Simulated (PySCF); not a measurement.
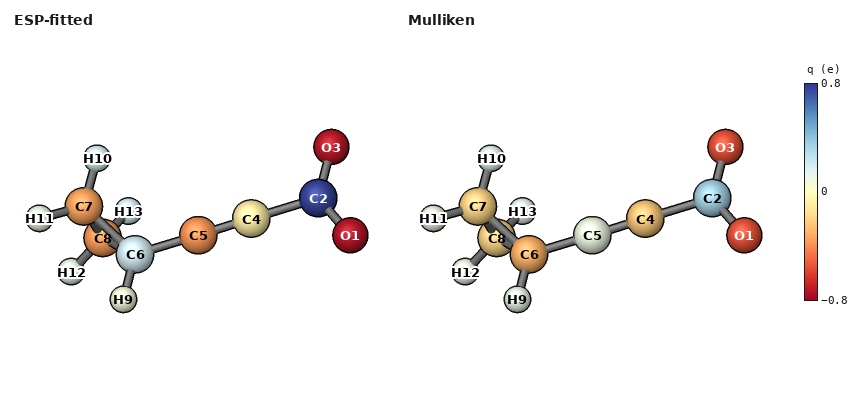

Atomic charges of one calculation by 2 schemes, on one colour scale. State: charge −1, singlet. Computed geometry: GFN2-xTB optimisation. No frequency run is at hand to confirm it as a minimum. Computed with PBE0/pcSseg-1 (PySCF 2.14.0).

### Which scheme gives the most polar picture (largest mean size of the charges)?

The ESP-fitted charges are the largest in size here.

### On which atom do the schemes disagree most?

On C6 (from −0.30 to 0.19 e).

List the charges (e), one line for each set of equivalent atoms.

| atom | ESP-fitted | Mulliken |
| --- | --- | --- |
| O1 | −0.73 | −0.55 |
| C2 | 0.76 | 0.33 |
| O3 | −0.71 | −0.56 |
| C4 | −0.08 | −0.23 |
| C5 | −0.38 | 0.09 |
| C6 | 0.19 | −0.30 |
| C7, C8 | −0.34 | −0.19 |
| H9 | 0.08 | 0.12 |
| H10, H13 | 0.17 | 0.13 |
| H11, H12 | 0.11 | 0.10 |
